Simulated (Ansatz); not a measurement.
# InH₄− (singlet): the correlation ladder, def2-SVPD

Aim: climb from Hartree-Fock through coupled cluster and multireference methods for InH₄− (singlet) at one geometry and basis, and see what each rung misses.

Computed with Ansatz 0.2.0, Gaussian basis. Level: def2-SVPD, core rule «outside noble gas», up to 9 orbitals frozen.

The runs, in order: UHF; CCSD(T) on RHF; BCCD(T) on RHF; CISD; CCSDT(Q) on RHF; CASSCF and MRCISD+Q, 8 electrons in 8 orbitals; CASSCF and NEVPT4(SD), 8 electrons in 8 orbitals; CASSCF and NEVPT2, 8 electrons in 8 orbitals.

23 further runs of the same task are left out: 2 for a known fault of the program, 1 that didn't finish, 20 set aside as unsound or not needed. Runs told in other sessions of the task aren't counted.

## (1) The geometry

The geometry is a PBE0/def2-TZVPD stationary point (not a proven minimum) of the parent state, kept for this charge and spin. No spin-orbit coupling is included. Elements past krypton take def2 core potentials.

5 atoms, charge -1, spin multiplicity 1.

Atoms are counted from 1 here; the program's logs count them from 0.

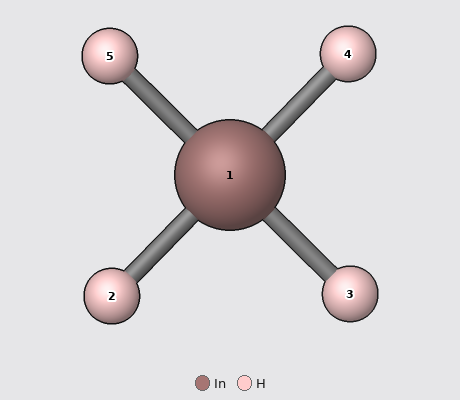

The geometry (indium brown, hydrogen pink); atoms are numbered from 1 in the order of the file.

## (2) UHF

in.yaml reads:

```yaml
crystal:
  periodic: [false, false, false]
  atoms:
    - {symbol: In, position_ang: [0.000000, 0.000000, 0.000000]}
    - {symbol: H, position_ang: [1.263100, 0.000000, 1.263100]}
    - {symbol: H, position_ang: [-1.263100, 0.000000, 1.263100]}
    - {symbol: H, position_ang: [-1.263100, 0.000000, -1.263100]}
    - {symbol: H, position_ang: [1.263100, 0.000000, -1.263100]}
basis:
  gaussian: {orbitals: def2-SVPD}
total_charge: -1
magnetization: {spin_polarized: true, initial_magnetization: 0}
hamiltonian: {xc: hf}
output: {orbitals: {seedname: orbitals}}
```

The run is started by

```
$ ansatz run in.yaml --threads 1 --pin off --events-out ev --progress --plain --max-ram 2393MiB
```

The runs that follow: CCSD(T) on RHF; BCCD(T) on RHF; CISD; CCSDT(Q) on RHF; CASSCF and MRCISD+Q, 8 electrons in 8 orbitals; CASSCF and NEVPT4(SD), 8 electrons in 8 orbitals; CASSCF and NEVPT2, 8 electrons in 8 orbitals.

**Question.** What will the summary of the whole plan be? Wanted: RCCSDT(Q) from the RHF energy; RMP2 from RCCSDT(Q); RCCSD from RCCSDT(Q); RCCSD(T) from RCCSDT(Q); NEVPT2 valence from RCCSDT(Q); NEVPT4(SD) valence from RCCSDT(Q); MRCISD+Q valence from RCCSDT(Q); T1 diagnostic; effectively unpaired electrons.

**Answer**, as computed:

```
                         quantity                      value
    RCCSDT(Q) from the RHF energy                 -3.8396 eV
              RMP2 from RCCSDT(Q)               +90.8 kJ/mol
             RCCSD from RCCSDT(Q)                +7.9 kJ/mol
          RCCSD(T) from RCCSDT(Q)                +2.0 kJ/mol
    NEVPT2 valence from RCCSDT(Q)               +73.7 kJ/mol
NEVPT4(SD) valence from RCCSDT(Q)                +7.8 kJ/mol
  MRCISD+Q valence from RCCSDT(Q)                -4.6 kJ/mol
levels within 1 kcal/mol (43 meV)  RCCSD(T), BCCD(T), RCCSDT
                    T1 diagnostic                      0.010
   effectively unpaired electrons                       0.02
```

RCCSD(T) lands +2.0 kJ/mol from the yardstick (0.5 % of the correlation energy). One determinant dominates. Of the multireference levels listed MRCISD+Q valence comes nearest in total energy (-4.6 kJ/mol), which doesn't show that its space is the better one. These misses are within one basis, not against nature.
